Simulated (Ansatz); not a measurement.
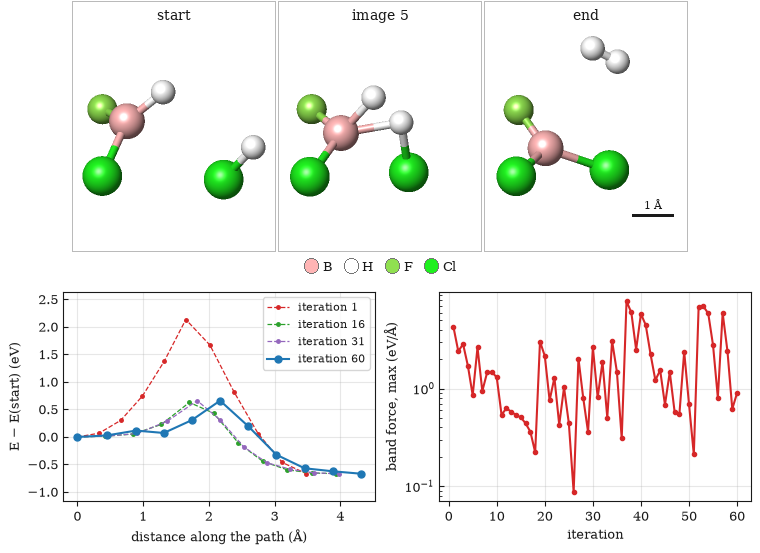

A search for the minimum-energy path of BH₂Cl₂F, made up of BHClF and HCl by the nudged elastic band. Images are numbered from 0 (start) to 10 (end). The plot follows the band through its iterations. The picture is a ball-and-stick view, seen at a tilt.

All numbers below come from RKS PBE-D4/def2-SVP in Ansatz. Settings: 9 movable images; climbing image; force threshold 0.03 eV/Å; iteration limit 60; starting path through a guess of the saddle point.

Question: Judge this run.

Answer: The result isn't final. The band hadn't converged when the run stopped after 60 iterations. The largest component of the band force went from 4.3 to 0.9 eV/Å. The barrier read from it is provisional, though the highest image hardly moved in the last two iterations. The first iteration put the highest image at 2.13 eV. The energy climbs by 0.66 eV to image 5 and then falls by 1.33 eV, so the end point sits at −0.67 eV. The profile has 2 maxima (images 2, 5) with a dip at image 3 (+0.07 eV), which on an unconverged band is provisional.

Limits of the set-up: the start holds two separate molecules, 2.8 Å apart at their closest, whose relative position is a soft coordinate.

Cost: 16 min on 1 thread of Arm Neoverse V1 (shared host), peak memory 0.11 GiB.
